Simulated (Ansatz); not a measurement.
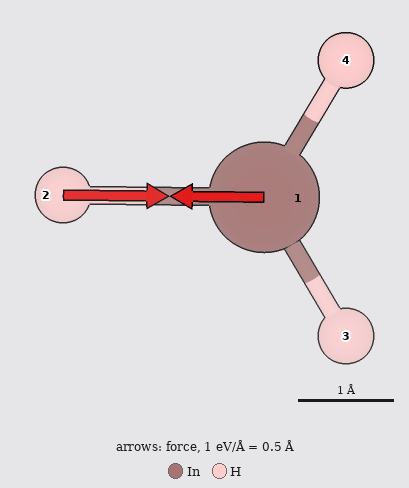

Starting geometry of InH3 with the computed forces as red arrows. The picture is a ball-and-stick view, seen from a free direction.

Level of theory: RKS PBE0-D4/def2-TZVP (Ansatz 0.2.0). Set-up: held fixed: the distance between atoms 1 (In) and 2 (H), counting from 1; force threshold 0.005 eV/Å; at most 200 steps.

Is this structure relaxed? If not, where do the atoms go?

It isn't relaxed: the largest force vector, on H2, is 2.25 eV/Å. The final displacements have little in common with the starting forces (cosine between the two patterns 0.09). The largest moves after the best rigid fit, 0.069 Å, are those of H3 and H4. Largest moves by element: H 0.069 Å, In 0.051 Å. Near-neighbour distances that change, for instance: In1–H3 1.724 → 1.717 Å. Bond angles that change, for instance: H3–In1–H4 120.0° → 127.5°, H2–In1–H3 120.0° → 116.3°. The energy falls by 0.016 eV in 3 geometry steps. Largest force component: 0.14 eV/Å at the start, 0.003 eV/Å at the end. Cost: 3.9 s on 2 threads of Arm Neoverse V2 (shared host).
